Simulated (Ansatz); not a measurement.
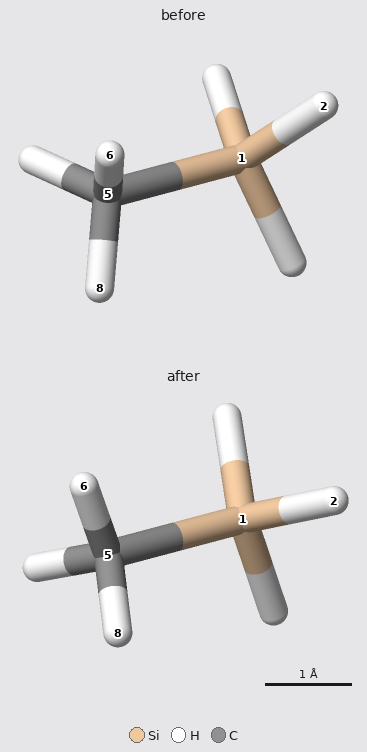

The structure of CH$_{6}$Si before (top) and after (bottom) a relaxation, at one scale.

Style: stick. Shown from a free direction.

The run prepares the start of a later molecular dynamics calculation, from a guessed geometry.

These are results of Ansatz 0.2.0, RKS BHLYP-D4/STO-3G, not measurements. Set-up: no spin polarisation; force threshold 0.02 eV/Å; at most 40 steps.

### Summarise the run.

Over 8 geometry steps the energy falls by 13.2 kJ/mol. The largest force component goes from 0.92 to 0.0014 eV/Å. The largest moves after the best rigid fit, 0.56 Å, are those of H atoms. By element the largest moves are H 0.56 Å, C 0.01 Å. Si stays in place. Among the contacts that change: H–Si 1.460 → 1.431 Å, C–H 1.110 → 1.088 Å, C–Si 1.869 → 1.862 Å. Groups turn about C–Si by about 50°. Cost: 5.9 s on 1 thread of Arm Neoverse V2 (shared host), peak memory 0.092 GiB.

Limits of the set-up: STO-3G is a minimal basis, so the numbers are rough.
